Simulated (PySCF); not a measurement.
**C$_{2}$H$_{6}$FPSi, SMILES `C=C[SiH](F)P`: what the electrons do**

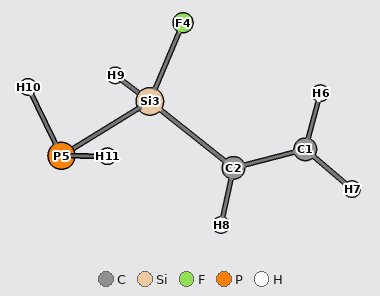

The molecule, with its atoms numbered as below. No frequency check shows the geometry to be a minimum.

Coordinates in Å:

```
C1       2.4999   -0.5994    0.4033
C2       1.4019   -0.8599   -0.2904
Si3     -0.0212    0.3468   -0.5110
F4       0.3411    1.6650    0.3622
P5      -1.9409   -0.6051    0.1698
H6       2.6484    0.3529    0.8854
H7       3.2950   -1.3196    0.5215
H8       1.2950   -1.8315   -0.7562
H9      -0.1653    0.8845   -1.8583
H10     -2.5847    0.6024    0.3792
H11     -1.5588   -0.6980    1.4987
```

Part 1: Bonding charge

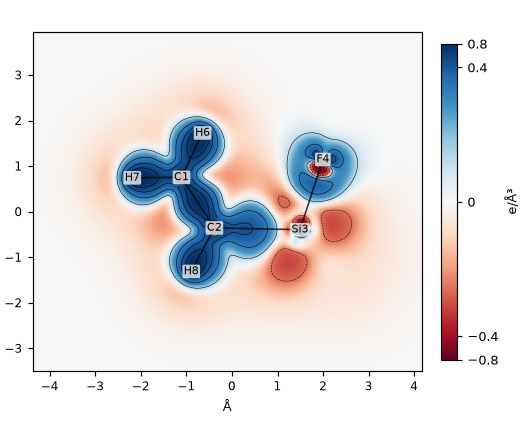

Deformation density (molecule less spherical, spin-averaged free atoms) in the plane of C1, C2, Si3, F4, H6, H7 and H8; colour scale in e/Å³, logarithmic beyond ±0.1; blue: gain, red: loss.

Computed with PySCF, B3LYP/def2-TZVP, geometry: GFN2-xTB.

Question: Describe the bonding that the map shows.

Answer: C1–H6: +0.78 e/Å³ at the bond critical point (bond length 1.08 Å, Mayer order 1.0). C1–C2: +0.78 e/Å³ at the bond critical point (bond length 1.32 Å, Mayer order 1.9). C1–H7: +0.77 e/Å³ at the bond critical point (bond length 1.08 Å, Mayer order 1.0). C2–H8: +0.73 e/Å³ at the bond critical point (bond length 1.08 Å, Mayer order 0.9). C2–Si3: +0.21 e/Å³ at the bond critical point (bond length 1.88 Å, Mayer order 1.0). Si3–F4: +0.06 e/Å³ at the bond critical point (bond length 1.62 Å, Mayer order 1.0); up to 0.6 Å beside the axis the gain reaches +0.33 e/Å³. In all, 2.6 electrons gather in the regions of gain relative to the promolecule. A small or negative value marks a very polar bond, one between electron-rich atoms, whose free-atom densities already overlap strongly, a long bond to a heavier atom, or a closed-shell contact such as a hydrogen bond.

Question: Where do the Hirshfeld charges lie?

Answer: The highest Hirshfeld charge is on Si3 (+0.39 e), the lowest on F4 (−0.21 e).

Part 2: Electrostatic potential

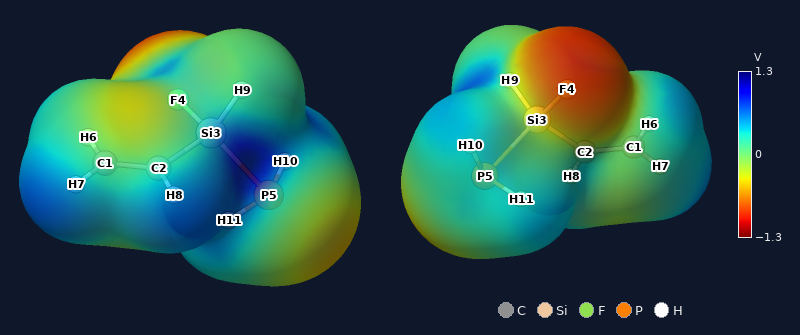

Electrostatic potential on the surface of electron density 0.001 a.u. (back view left, front view right).

Question: Where are the extremes of the potential on the surface?

Answer: Highest: 1.26 V, near H8 (1.94 Å), Si3 (2.07 Å) and H9 (2.10 Å). Further maxima include 0.77 V, 1.3 Å from H8; 0.74 V, 1.4 Å from H7. Lowest: −0.95 V, 1.7 Å from F4. Further minima include −0.56 V, 2.3 Å from P5; −0.32 V, off the C1–C2 bond (2.2 Å from its atoms). The surface is sampled at points, so like sites can differ by a few per cent and only the strongest of them is named.

Question: What volume does the surface enclose, and what is the dipole moment?

Answer: About 140 Å³; the dipole moment is 1.2 D.

Part 3: Excited states

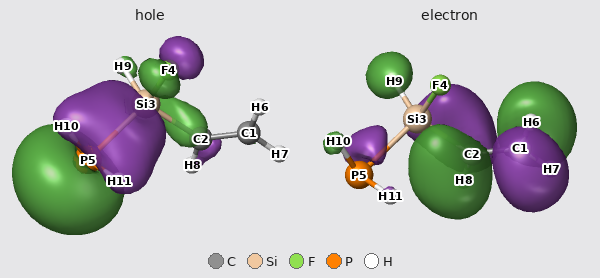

Leading natural transition orbital pair of S₁ (TDA singlet states); the surfaces enclose about 85 % of each orbital's density.

PySCF calculation, PBE/def2-SVP, gas phase; geometry: GFN2-xTB. Without diffuse functions Rydberg states are missing, so the states' numbers hold for this basis only.

Question: What kind of excitation is it, and where does it lie?

Answer: 5.01 eV (247 nm), f = 0.045, charge transfer, whose energy this functional puts too low; the leading pair carries 100 %; hole on P5 (70 %), Si3 (11 %) and F4 (6 %), electron on C1 (38 %), C2 (30 %) and Si3 (11 %); their centroids lie 3.4 Å apart. In canonical orbitals it is mainly HOMO → LUMO (91 %). The HOMO–LUMO gap is 4.82 eV.

Part 4: Removing or adding an electron

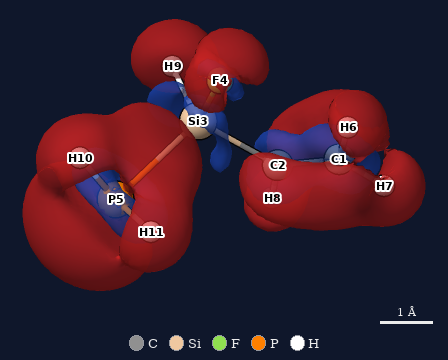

Fukui function f⁻ = ρ(N) − ρ(N−1) at fixed geometry, surfaces at ±0.01 e/Å³ (red positive, blue negative).

Level of theory: PBE/def2-SVPD (PySCF), at a geometry from GFN2-xTB.

Question: On which atoms does the density change most on removal of an electron?

Answer: f⁻ (Hirshfeld-condensed) is largest on P5 (0.33); the vertical ionisation energy is 9.28 eV (the stability of the cation's solution wasn't checked). Condensed values hint at sites of electrophilic attack but needn't mark the atom that reacts. Orbital relaxation makes it negative in places (0.15 e in all).

| atom | f⁻ | charge |
| --- | --- | --- |
| C1 | +0.12 | −0.06 |
| C2 | +0.08 | −0.13 |
| Si3 | +0.10 | +0.35 |
| F4 | +0.06 | −0.20 |
| P5 | +0.33 | 0.00 |
| H6 | +0.04 | +0.04 |
| H7 | +0.05 | +0.05 |
| H8 | +0.04 | +0.04 |
| H9 | +0.06 | −0.07 |
| H10 | +0.06 | −0.01 |
| H11 | +0.06 | −0.01 |

Part 5: Localised orbitals

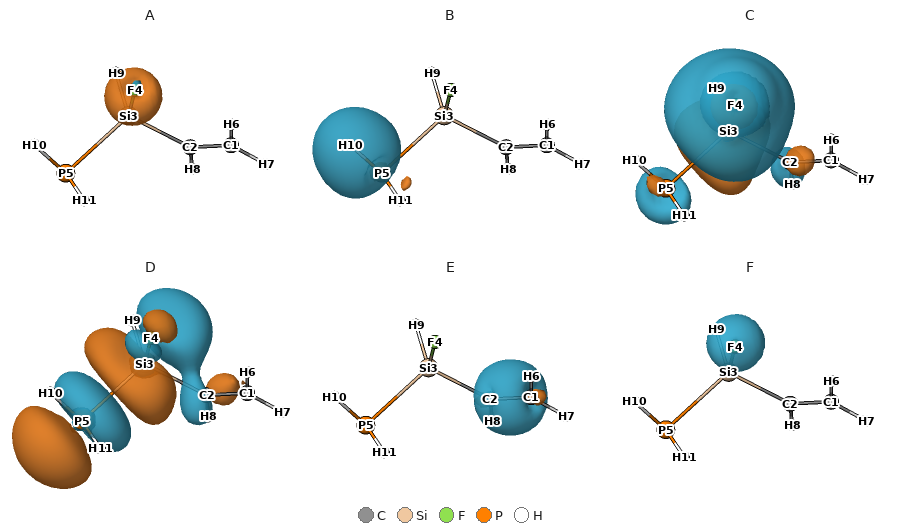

Intrinsic bond orbitals (IBO), occupied and valence-virtual; each surface holds about 85 % of the orbital's density. Energies are diagonal elements of the Fock matrix.

Computed with PySCF, ωB97X/6-311+G**, geometry: GFN2-xTB.

Question: Name the orbitals, with their atomic make-up and energies.

Answer: By panel:
- A: pair mostly on F4, shared in part with Si3 (F4 83 %, Si3 16 %; −28.2 eV)
- B: σ bond H10–P5 (H10 50 %, P5 50 %; −15.7 eV)
- C: σ* orbital Si3–F4, mostly on Si3 (Si3 81 %, F4 15 %; 5.7 eV)
- D: σ* orbital Si3–P5 (Si3 55 %, P5 40 %; 5.1 eV)
- E: σ bond C2–C1 (C2 50 %, C1 49 %; −21.1 eV)
- F: lone pair on F4 (sp0.9-type) (F4 100 %; −23.5 eV)

Question: Which has the smallest and which the largest spatial spread?

Answer: Smallest: F (0.62 Å); largest: D (1.76 Å).
